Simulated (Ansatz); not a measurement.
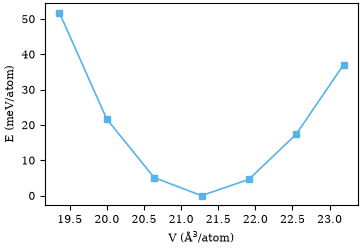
Figure. SiGe in space group R-3m (No. 166; Si on 6c, Ge on 6c) under volume change, PBEsol (plane waves, PAW; program Ansatz), shape and atoms relaxed at each volume.

Question: What does a third-order Birch–Murnaghan fit give for V₀, B₀ and B′?

Answer: V₀ = 21.28 Å³/atom, B₀ = 80.8 GPa, B′ = 4.5.

The start of the workflow was typed in or built on a structure type; neither database checked (COD, Materials Project) lists it. Whether it is the stable phase at ambient conditions was not checked. The cell was relaxed with PBEsol under the symmetry of its start; whether a distortion lowers the energy is not shown.

Potentials: the earlier of the program's two PAW sets. The files were generated under PBE; for other functionals the program regenerates the frozen cores, and for LDA and PBEsol the local potential too.
